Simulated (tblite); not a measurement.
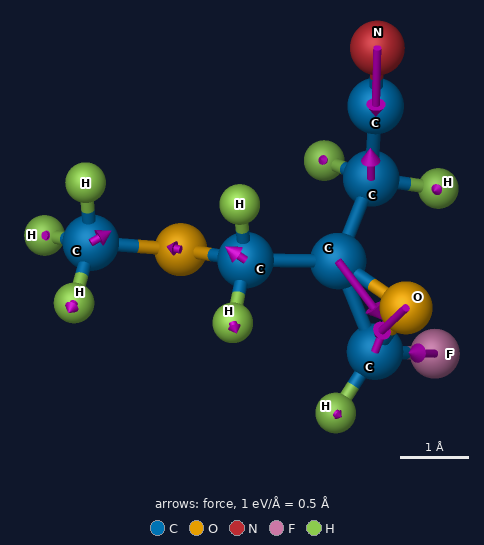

Starting geometry of C6H8FNO2 with the computed forces as purple arrows. Style: ball-and-stick. Shown at a tilt.

The calculation used GFN2-xTB geometry optimisation, gas phase (tblite 0.8.0). 

What follows when this structure is relaxed?

It isn't relaxed: the largest force vector, on the N atom, is 2.69 eV/Å. The final displacements follow the starting forces only in part (cosine between the two patterns 0.33). Over 43 geometry steps the energy falls by 23.4 kJ/mol. An O atom moves most after the best rigid fit: 0.11 Å. Largest moves by element: O 0.11 Å, H 0.10 Å, N 0.09 Å, C 0.06 Å, F 0.03 Å. Near-neighbour distances that change, for instance: C–O 1.433 → 1.371 Å, C–C 1.510 → 1.466 Å, C–F 1.388 → 1.353 Å, C–C 1.471 → 1.443 Å. Among the angles between lasting bonds that change: C–C–C 105.3° → 110.9°, C–C–C 119.3° → 115.0°, C–C–H 110.7° → 108.2°. The run took 0.3 s on 1 thread of Arm Neoverse V1 (shared host).
